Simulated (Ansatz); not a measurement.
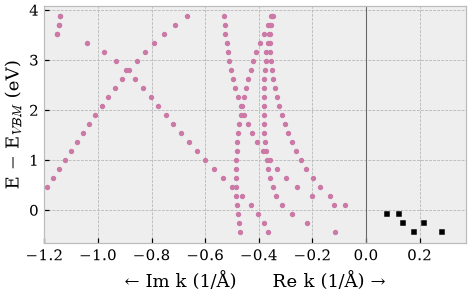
Figure. Complex bands at the centre of the two-dimensional zone; r2SCAN run with Ansatz (a quantum-chemistry and plane-wave program)

The gap is the functional's own, uncorrected, and κ follows it; spin-orbit coupling is left out. Mid-gap values are interpolated between the computed energies.

Task: This is C (P6_3/mmc, 4 atoms a cell, 5.7 Å³ an atom) along the normal of (100). Read off the slowest decay at the centre of the two-dimensional zone at 1.89 eV, the computed energy nearest the middle of the gap.

Result: κ ≈ 0.31 1/Å, a decay length 1/(2κ) of the density of 1.6 Å.
